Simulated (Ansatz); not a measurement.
BH$_{4}$NOSi

```xyz
8

N    -0.5647    1.5959   -0.4407
B    -0.0880    0.3583   -0.0064
O     0.4152   -0.0957    1.1854
Si    0.4333   -1.4861    0.0495
H    -0.9086    1.7593   -1.3843
H    -0.5920    2.4125    0.1733
H     1.8311   -1.9914   -0.1767
H    -0.4342   -2.6099    0.5440
```

Theory: RKS PBE-D4/def2-SVP (Ansatz).

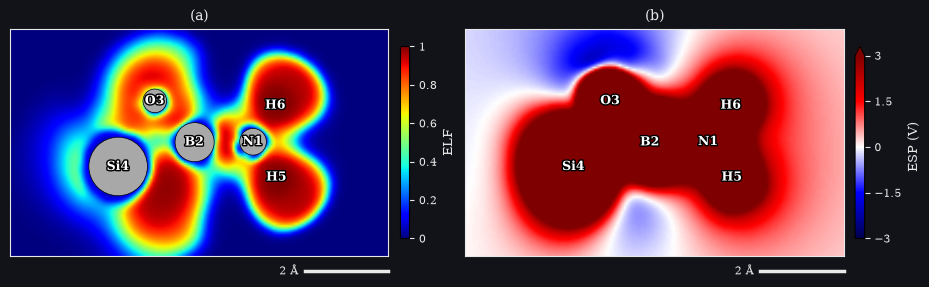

Figure 1. (a) electron localisation function; (b) electrostatic potential on the plane of atoms H5, N1 and H6. Grey discs cover the atomic cores in the ELF map.

Describe what can be read from this map.

Atoms in the plane: N, B, O, Si and H. B–O (1.37 Å): the ELF peaks at about 0.90 between the atoms: a polar covalent bond. B–N (1.40 Å): the ELF peaks at about 0.90 between the atoms: a shared but strongly polarised pair. Si–O (1.80 Å): the ELF peaks at about 0.80 between the atoms; a shared but strongly polarised pair. Si–B (1.92 Å): the ELF peaks at about 0.70 between the atoms. N–H (1.02 Å): the ELF climbs to about 1 towards the hydrogen, as it does in any bond to H; a covalent bond by its length. The ELF also peaks beside O3, away from the bonds: lone-pair regions. Outside the dense part of the molecule the potential is most negative (−2.0 V) near O3.

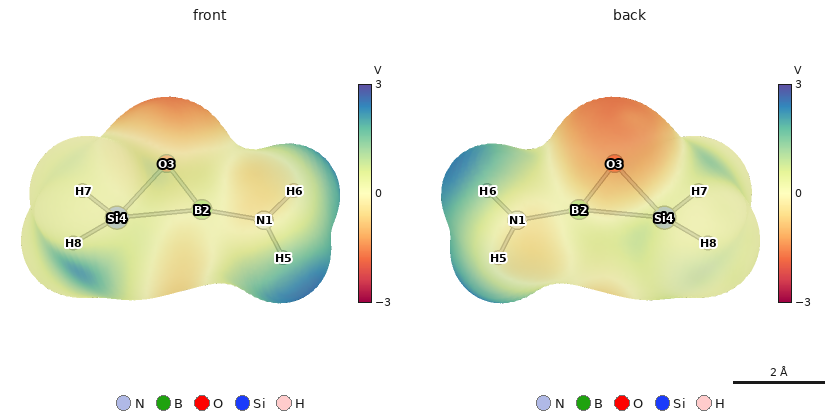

Figure 2. The electrostatic potential painted on the density surface at 0.004 e/bohr³, seen from the front and from behind; red is negative and blue positive.

Which sites attract a positive test charge, and which a negative one?

A positive charge is drawn to the negative regions and a negative charge to the positive ones. The most negative region (about −1.7 V, or −39 kcal/mol for a unit charge) lies over O3, the most positive (about +2.5 V, or +58 kcal/mol for a unit charge) over H5 and H6. O3 is the likeliest acceptor of a hydrogen bond.

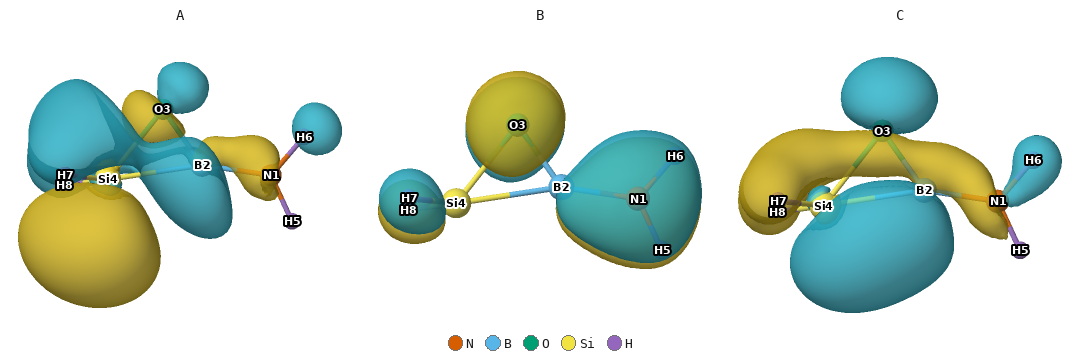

Figure 3. Three frontier orbitals at ±0.08 Å⁻³ᐟ² (yellow and cyan are the two phases), in no order.

Which picture is the HOMO−1, the HOMO and the LUMO?

B is the HOMO−1 (−6.48 eV). By Hirshfeld shares it lies mainly on N1 (about 50 %) and O3 (about 25 %); largely a combination of lone pairs on N1 and O3. C is the HOMO (−5.56 eV). It lies mainly on Si4 (about 40 %), O3 (about 25 %) and B2 (about 25 %). A is the LUMO (−1.09 eV). It lies mainly on Si4 (about 55 %), B2 (about 15 %) and O3 (about 10 %).

What is the HOMO–LUMO gap?

4.47 eV between the orbital energies.
